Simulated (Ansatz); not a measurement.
Process, species as SMILES: C#CC + 4 [H][H] (H2) → 3 C (CH4)
B3LYP-D3(BJ)/def2-TZVP geometries, fixed; electronic energies without zero-point terms.
Largest species:
```xyz
7

C     -0.0011    -0.0004     0.2181
C     -0.0068    -0.0029     1.4176
C      0.0060     0.0025    -1.2360
H     -0.0119    -0.0051     2.4795
H      0.0152     1.0232    -1.6237
H      0.8874    -0.5130    -1.6226
H     -0.8790    -0.5002    -1.6311
```

Basis-set convergence of the energy of full hydrogenation at CCSD(T) with Ansatz (an electronic-structure program). Cartesian d functions, on some or all atoms, in 6-31G**; all else is spherical. Cores are frozen. No added dispersion term, no relativity. Functions are those of the species that has most. Reference: Hartree-Fock in cc-pVQZ plus the correlation part extrapolated as X^-3 from cc-pVTZ and cc-pVQZ, -118.50 kcal/mol, itself unsure by roughly 0.23 kcal/mol (a third of the extrapolation step and of the last Hartree-Fock step). Deviations are taken from unrounded values. Cost is core time over that of aug-cc-pVDZ, rough, on shared machines of one kind; a dash marks a row that isn't timed (too short, read off another run, short of memory, by another algorithm or on other hardware).

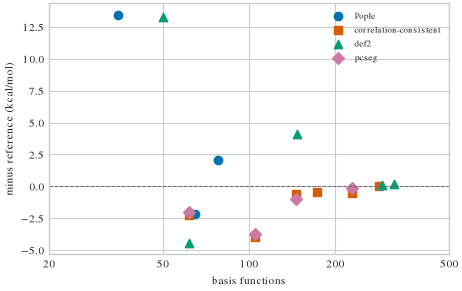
Figure: Deviation from the reference against the number of basis functions, by family of sets.

| basis | functions | energy of full hydrogenation (kcal/mol) | minus reference (kcal/mol) | cost |
|---|---|---|---|---|
| 3-21G | 35 | -105.06 | 13.44 | - |
| def2-SV(P) | 50 | -105.24 | 13.26 | - |
| cc-pVDZ | 62 | -120.75 | -2.25 | 0.4× |
| def2-SVP | 62 | -122.93 | -4.43 | 0.3× |
| pcseg-1 | 62 | -120.54 | -2.04 | - |
| 6-31G** | 65 | -120.68 | -2.18 | - |
| 6-311G** | 78 | -116.44 | 2.06 | 0.4× |
| aug-cc-pVDZ | 105 | -122.51 | -4.01 | 1× |
| aug-pcseg-1 | 105 | -122.21 | -3.71 | 1× |
| cc-pVTZ | 146 | -119.12 | -0.63 | 2× |
| pcseg-2 | 146 | -119.50 | -1.00 | 2× |
| def2-TZVPD | 147 | -114.42 | 4.08 | 2× |
| jun-cc-pV(T+d)Z | 173 | -118.98 | -0.48 | 3× |
| aug-cc-pVTZ | 230 | -119.00 | -0.50 | 6× |
| aug-pcseg-2 | 230 | -118.63 | -0.13 | 8× |
| cc-pVQZ | 285 | -118.48 | 0.02 | 10× |
| def2-QZVPP | 291 | -118.40 | 0.10 | 20× |
| def2-QZVPPD | 321 | -118.36 | 0.14 | 20× |
